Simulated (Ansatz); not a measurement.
# Single-point calculation of CH₉NSi

System: CH₉NSi.
Method: RKS PBE0-D4/def2-TZVPP (Ansatz 0.2.0).

The geometry is a transition state. The reaction was set up to form Si1–H8 and N2–H7 and to break Si1–N2 and H7–H8 (atoms counted from 1 in the order of the input); sticks are drawn by distance alone. The geometry comes from this level: PBE0-D4/def2-TZVP.

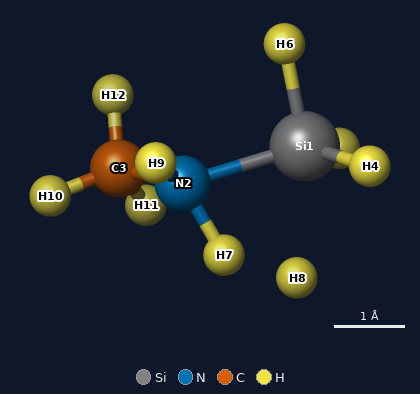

Fig. 1: The structure (ball-and-stick view, seen at a tilt; atoms are numbered from 1 in the order of the input). Bond lengths as drawn: C–H 1.09 Å, C–N 1.46 Å, H–N 1.02 to 1.20 Å, H–Si 1.48 to 1.52 Å and N–Si 1.87 Å.

Summary

```json
{"quantity": "outcome", "value": "converged"}
{"quantity": "total energy", "value": "−10543.9602 eV"}
{"quantity": "mean-field energy", "value": "−10543.7797 eV"}
{"quantity": "dispersion energy", "value": "−0.1805 eV"}
{"quantity": "SCF solution under orbital rotations", "value": "stable"}
{"quantity": "HOMO", "value": "−6.28 eV"}
{"quantity": "LUMO", "value": "0.42 eV"}
{"quantity": "hardware", "value": "4 threads of Arm Neoverse V1, 23 GiB of memory available, shared host"}
{"quantity": "wall time", "value": "2.1 s (CPU time 7.6 s)"}
{"quantity": "peak memory", "value": "0.44 GiB"}
```

Input file
```yaml
crystal:
  periodic: [false, false, false]
  atoms:
    - {symbol: Si, position_ang: [0.119150, 0.641808, 1.186980]}
    - {symbol: N, position_ang: [0.516674, -0.004715, -0.517863]}
    - {symbol: C, position_ang: [-0.333316, -1.095269, -0.989599]}
    - {symbol: H, position_ang: [0.942472, 1.792004, 1.626391]}
    - {symbol: H, position_ang: [-1.284587, 0.539783, 1.652339]}
    - {symbol: H, position_ang: [0.768103, -0.524705, 1.910719]}
    - {symbol: H, position_ang: [0.033343, 1.070807, -0.728621]}
    - {symbol: H, position_ang: [-0.566113, 1.853249, -0.118566]}
    - {symbol: H, position_ang: [1.503414, -0.177356, -0.686737]}
    - {symbol: H, position_ang: [-0.078729, -1.371852, -2.013583]}
    - {symbol: H, position_ang: [-1.369936, -0.748402, -0.973806]}
    - {symbol: H, position_ang: [-0.250374, -1.975451, -0.347654]}
basis:
  gaussian: {orbitals: def2-TZVPP}
hamiltonian: {xc: pbe0, dispersion: d4}
output: {orbitals: {seedname: orbitals}}
```

Launched with:
```bash
ansatz run in.yaml --threads 4 --pin off --events-out ev --progress --plain --max-ram 9574MiB
```

The program's output
```
Functional definition: PBE0
  name "PBE0"
  cite "Adamo & Barone, J. Chem. Phys. 110, 6158 (1999) doi:10.1063/1.478522"
  cite "Perdew, Burke & Ernzerhof, Phys. Rev. Lett. 77, 3865 (1996) doi:10.1103/PhysRevLett.77.3865"
  parent pbe
  parameter a = 0.25
  parameter kappa = 0.804
  parameter beta = 0.06672455060314922
  exchange = (1 - a)*pbe_x(kappa = kappa, mu = beta*pi^2/3) + a*exact_x
  correlation = pbe_c(beta = beta)
1157 factors; their error is unknown
mean field evaluation 1: about -10538.3471 eV, gradient 5.1e1 eV
mean field evaluation 2: about -10533.3732 eV, gradient 6.9e1 eV
mean field evaluation 4: about -10543.7505 eV, gradient 3.2e0 eV
mean field evaluation 8: about -10543.7696 eV, gradient 2.7e-2 eV
mean field evaluation 16: about -10543.7797 eV, gradient 2.4e-5 eV
mean field -10543.77966150 eV, -387.4767557298 hartree, gradient 2.4e-5 eV, S^2 0.000000; 0 other end points of the search recorded, 0 dependent functions left out
reference -10543.77969316 eV, -387.4767568931 hartree; 18, 18 occupied and 212, 212 virtual orbitals, 1157 factors
Total energy: -10543.96017200 eV, -387.4833893682 hartree
```

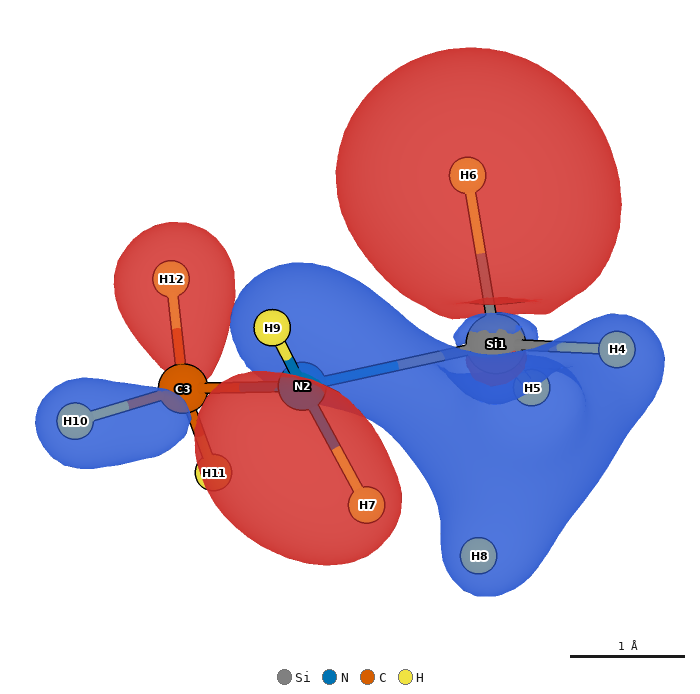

Fig. 2: The HOMO−1 at ±0.1 Å⁻³ᐟ² (red and blue are the two phases), seen at a tilt. By Hirshfeld shares it lies mainly on H6 (30 %), Si1 (30 %) and N2 (20 %). Its energy is −8.38 eV.

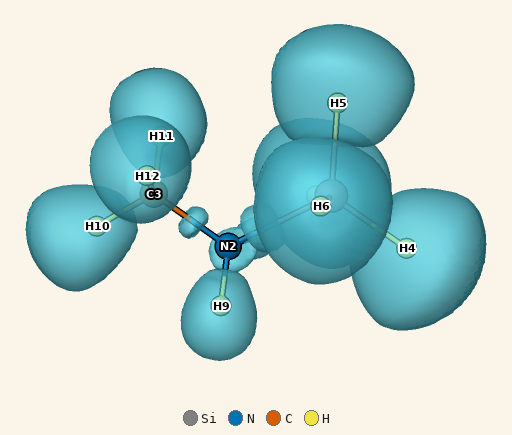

Fig. 3: Isosurface of the ELF at 0.85 (cyan), seen from the side. Only the valence region is drawn (cores and ρ < 0.01 e/Å³ removed). Along the contacts the grid gives the following.

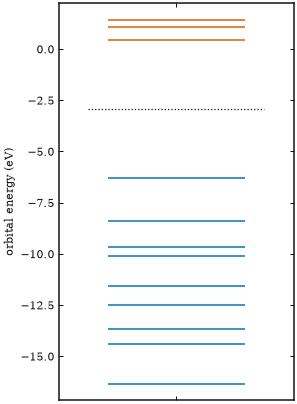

Fig. 4: Orbital energies near the frontier; the dotted line parts filled from empty levels, and levels within 0.02 eV of each other stand side by side. Highest filled −6.28 eV, lowest empty 0.42 eV, 6.70 eV apart.
